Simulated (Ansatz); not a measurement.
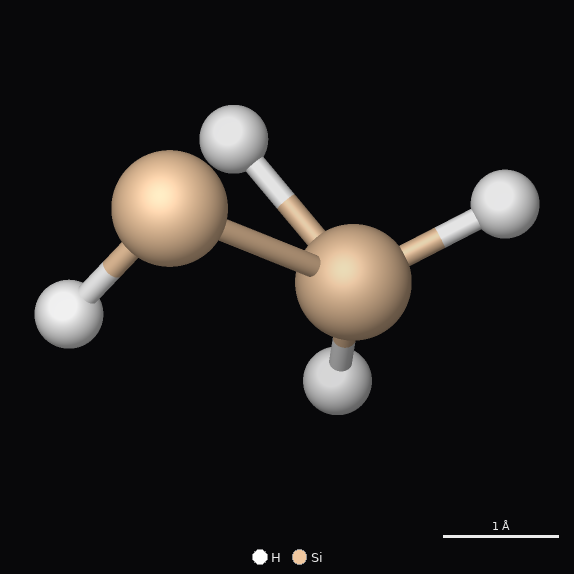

Ball-and-stick drawing of a structure.

The geometry was computed by an optimisation with PBE0-D4/def2-TZVP.

Describe the molecule.

It has 6 atoms: 2 silicon and 4 hydrogen (Si₂H₄). The point group is C1. Coordination, clear cases only: 1 Si bent.

More results for the same structure follow; atom numbers are the same in all pictures, views and colours differ.

### Shape

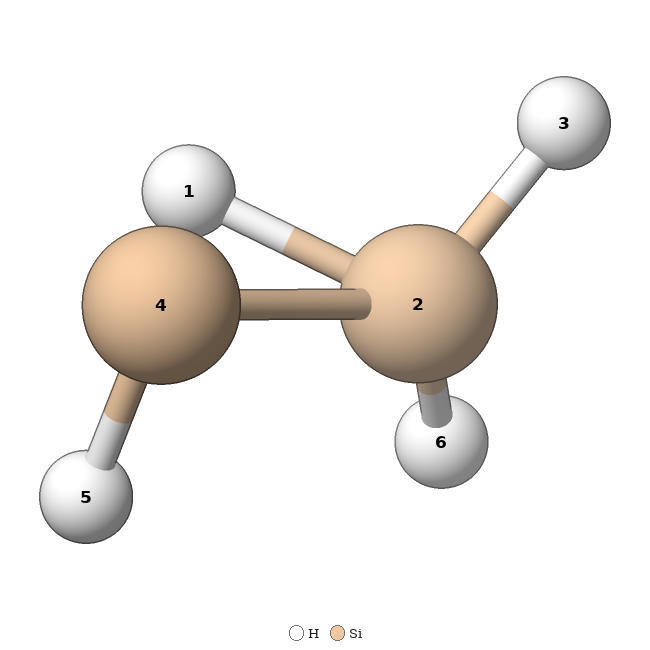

Atoms carry their numbers in the input.

Give the bond lengths.

| bond | length (Å) |
| --- | --- |
| H1–Si2 | 1.635 |
| Si2–H3 | 1.490 |
| Si2–Si4 | 2.239 |
| Si2–H6 | 1.490 |
| Si4–H5 | 1.525 |

### Charges

The questions are on Mulliken charges. Level of theory: RKS PBE0-D4/def2-SVP (Ansatz 0.2.0).

List the Mulliken charges.

```json
{"atom": "H1", "value (e)": "−0.05"}
{"atom": "Si2", "value (e)": "0.20"}
{"atom": "H3", "value (e)": "−0.03"}
{"atom": "Si4", "value (e)": "−0.04"}
{"atom": "H5", "value (e)": "−0.04"}
{"atom": "H6", "value (e)": "−0.04"}
```

### Electronic properties

Level of theory: RKS PBE0-D4/def2-TZVPP (Ansatz 0.2.0).

> Estimate the HOMO–LUMO gap.

4.84 eV.

> Give the HOMO energy (Kohn–Sham orbital) at this level.

−6.84 eV.

### Dipole moment

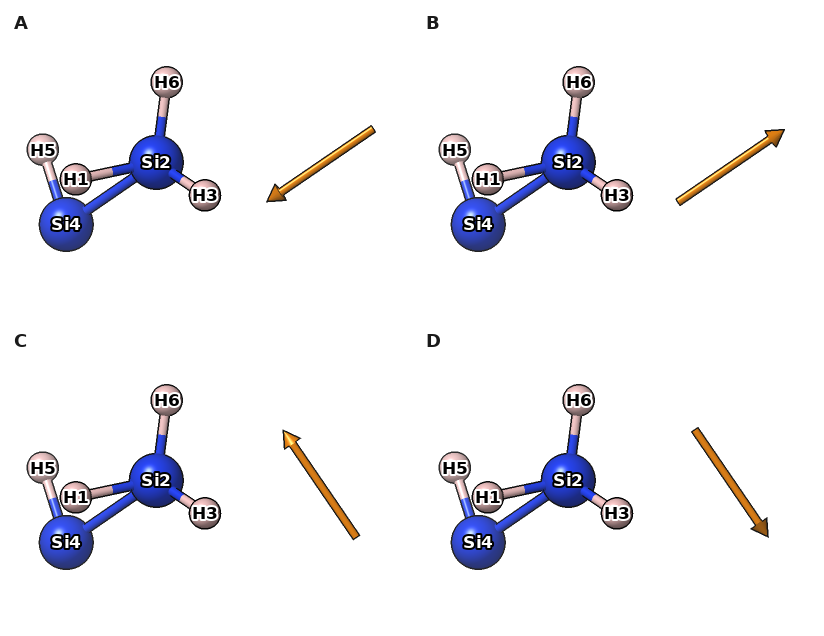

The same molecule four times, each with an arrow. Properties computed with RKS PBE0-D4/def2-TZVP (Ansatz 0.2.0).

> Which arrow points along the dipole moment, from the negative to the positive end?

B. The dipole moment is 1.16 D; it points from the side of Si4 to the side of H6 (the outermost atoms at the two ends).

Mulliken values depend strongly on the basis set and can even reverse the polarity of a bond.
